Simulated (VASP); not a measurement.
Input:

```yaml
crystal:
  lattice:
    - [0.00000, 2.90065, 2.90065]
    - [2.90065, 0.00000, 2.90065]
    - [2.90065, 2.90065, 0.00000]
  atoms:
    - { symbol: Zr, position: [0.00000, 0.00000, 0.00000] }
    - { symbol: P, position: [0.25000, 0.25000, 0.25000] }
```

Level of theory: PBEsol GGA, VASP's PBE PAW potentials (set 64) (plane waves; VASP 6.6.1). Run with 400 eV cut-off, 12×12×12 Γ-centred mesh, tetrahedra with Blöchl corrections, potentials Zr_sv P.

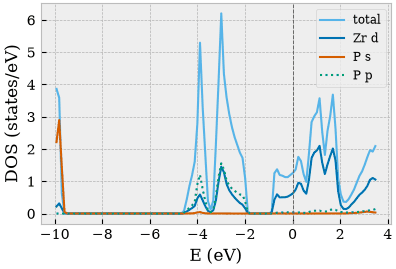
Figure. Total and projected density of states, zero at the Fermi level

Within 2 eV below the Fermi level the largest weight inside VASP's projection spheres is Zr d.

It has no gap at this level: it comes out as a metal or semimetal.

The structure was generated: ZrP was put into the zinc blende type (F-43m), which need not be its known phase. It was relaxed first, which changed the volume by -29 %. The electron count is odd and the run is not spin-polarised, which forces a metal.
